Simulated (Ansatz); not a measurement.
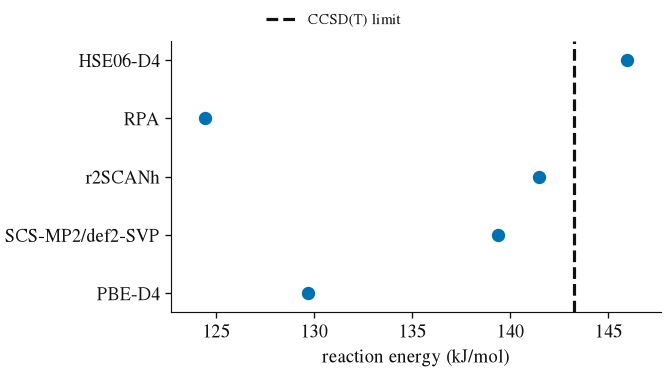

Electronic reaction energy of CdNH₂Br ([NH2][Cd][Br]) + H₂O (O) → CdNH₃O ([NH2][Cd][OH]) + HBr (Br) (SMILES in brackets) at several levels (functionals in def2-TZVPP unless a basis is named), isolated molecules at PBE0-D4 triple-zeta geometries, minima by their frequencies, no zero-point or thermal terms, the Ansatz code. The line is frozen-core CCSD(T) at the basis limit (MP2 extrapolated from triple and quadruple zeta, plus CCSD(T) less MP2 in a smaller set). RPA holds a correlation term that converges slowly with the basis, so part of the distance to the limit is basis error. No dispersion term is added to r2SCANh. The distance of SCS-MP2/def2-SVP to the limit includes basis error. Core potentials past Kr. The limit lies 6.9 kJ/mol from CCSD(T)/def2-TZVPP, so the line itself is uncertain by a part of that.

Q: What do zero-point energy and temperature add?

A: Zero-point change −8.9 kJ/mol; at 298.15 K and 1 bar the CCSD(T) limit plus thermal terms gives an enthalpy of reaction of 133.8 and a free energy of 134.1 kJ/mol (harmonic PBE0-D4 modes, ideal gas).

Q: What range do the values span, the line included?

A: From 124.5 kJ/mol (RPA) to 146.0 kJ/mol (HSE06-D4).

Caveats: no scalar relativity up to krypton; outer-core shells are correlated without core-valence functions, which makes the correlated values less sure.
